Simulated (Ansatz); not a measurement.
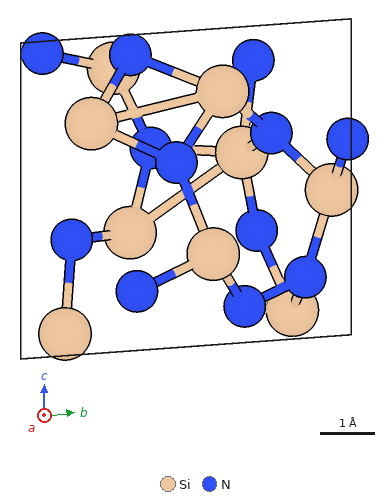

Starting frame of a dynamics run of an amorphous cell of composition Si3N4 (21 atoms in the cell). It starts from the last geometry of an earlier run, with fresh velocities. Style: ball-and-stick. Shown: the simulation cell, along the a axis. Bonds to atoms that aren't drawn are left out.

Computed with Ansatz, DFT PBE, scalar-relativistic, plane waves, PAW.

Input
```yaml
crystal:
  lattice:
    - [6.45212, 0.246429, 0.275834]
    - [0.246429, 6.257687, 0.238667]
    - [0.275834, 0.238667, 5.97352]
  atoms:
    - { symbol: Si, position: [0.1977754928, 0.6686158262, 0.6023335124] }
    - { symbol: Si, position: [0.5353475795, 0.940773385, 0.4629910006] }
    - { symbol: Si, position: [0.1623783384, 0.3306202785, 0.374424769] }
    - { symbol: Si, position: [0.8254373278, 0.5823736437, 0.2873664374] }
    - { symbol: Si, position: [0.7751666568, 0.2135691749, 0.7284560513] }
    - { symbol: Si, position: [0.6360034664, 0.6109729712, 0.8002373151] }
    - { symbol: Si, position: [0.0697921494, 0.2808621525, 0.8987101073] }
    - { symbol: Si, position: [0.4583276895, 0.1337064583, 0.0691065012] }
    - { symbol: Si, position: [0.1974135673, 0.8219021831, 0.0916014829] }
    - { symbol: "N", position: [0.1242481168, 0.3936832079, 0.6378296082] }
    - { symbol: "N", position: [0.9673540783, 0.3514219445, 0.1871875401] }
    - { symbol: "N", position: [0.7347853421, 0.9894967513, 0.6203454974] }
    - { symbol: "N", position: [0.2512483734, 0.0652071443, 0.9617023285] }
    - { symbol: "N", position: [0.3496356171, 0.1540622971, 0.3650863571] }
    - { symbol: "N", position: [0.0728978543, 0.7139920034, 0.3519877748] }
    - { symbol: "N", position: [0.7450049101, 0.4709830001, 0.5857118051] }
    - { symbol: "N", position: [0.4953411026, 0.8612978763, 0.1929362248] }
    - { symbol: "N", position: [0.6099843554, 0.6776703272, 0.1147044536] }
    - { symbol: "N", position: [0.5748825961, 0.3315737873, 0.9370414063] }
    - { symbol: "N", position: [0.4332296683, 0.7584920702, 0.6568929518] }
    - { symbol: "N", position: [0.0718345959, 0.7038353218, 0.8915087294] }
  symmetry: { detect: false }
basis:
  ecutwfc: 420
  xc_grid: 1
kpoints:
  mp_grid: { grid: [1, 1, 1], shift: [0.25, 0.25, 0.25] }
hamiltonian:
  xc: pbe
scf:
  occupations: { method: fermi_dirac, width: 0.05 }
  lower_state_search: "off"
  convergence: { dr2_threshold: 1.0e-05 }
output:
  forces: true
  stress: true
md:
  timestep: 2.0
  n_steps: 250
  ensemble: nvt_langevin
  friction: 0.03
  temperature: 300.0
  initial_velocities: maxwell_boltzmann
  seed: 9188
```

Launched with:
```bash
ansatz run input.yaml --threads 2 --pin off --max-ram 5120MiB --backend cpu --events-out ev --progress --plain --runs-dir out
```

**Predict how the run goes.**

The mean temperature in the second half is 313 K (standard deviation 59 K). The potential energy in the second half lies on average 169 meV per atom below the first frame. The first frame is far from relaxed (forces up to 5.6 eV/Å), so much of the motion is the structure settling. The mean pressure there is 1.9 GPa. In the second half of the run the atoms are, in the root-mean-square, this far from where they began (common drift taken out): N 0.28 Å, Si 0.24 Å. That is small against the typical shortest distance between atoms in the first frame, about 1.7 Å: the atoms vibrate about their sites and the arrangement holds.

Along the run (each row but the first and the last is the mean over the interval that it begins):

```
time (fs)  potential energy (meV/atom)  T (K)  p (GPa)
      0.0                          0.0    286      4.3
     50.0                       -165.4    327      2.2
    100.0                       -169.8    280      1.6
    150.0                       -166.4    330      2.3
    200.0                       -168.9    297      2.4
    250.0                       -163.2    368      2.6
    300.0                       -170.4    295      1.6
    350.0                       -172.4    289      3.2
    400.0                       -164.5    338      0.9
    450.0                       -173.3    275      1.4
    500.0                       -171.5    272      0.3
```

The paths of the atoms:

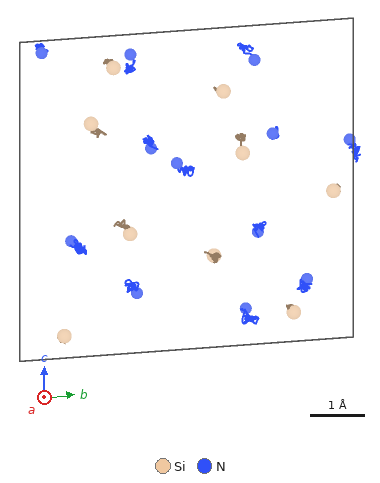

Limits of the set-up: the periodic images lie only 6.0 Å apart, so the values are limited by the cell's size.
